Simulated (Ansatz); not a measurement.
Body-centred tetragonal In was calculated with LDA in Ansatz (PAW).

Run with plane-wave cutoff 520 eV, 24×24×24 k mesh, Fermi–Dirac smearing 0.05 eV, scalar-relativistic PAW data made under PBE.

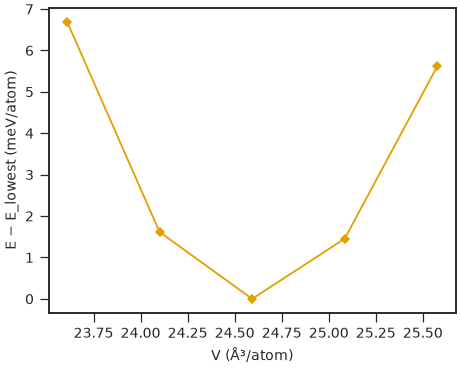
Total energy against volume

From the curve, estimate the equilibrium volume and the bulk modulus.

V0 ≈ 24.6 Å³/atom and B0 ≈ 50 GPa; the fit gives V0 = 24.596 Å³/atom, B0 = 49.8 GPa, B′ = 5.2.

Shape and atoms are relaxed at each volume.

Measured, for comparison: bulk modulus 44.7 GPa (copied from a table, unchecked, extrapolated to 0 K and zero-point effects removed; as tabulated in Lejaeghere et al. (2013), arXiv:1204.2733). Computed (rounded) less measured: bulk modulus not scored (unchecked).

Note: the bulk modulus comes from volumes at which shape and atoms were relaxed.

Spin–orbit coupling is not included.

It cost about 7 core-minutes (a rough figure) of CPU time.

Ansatz is an electronic-structure program.
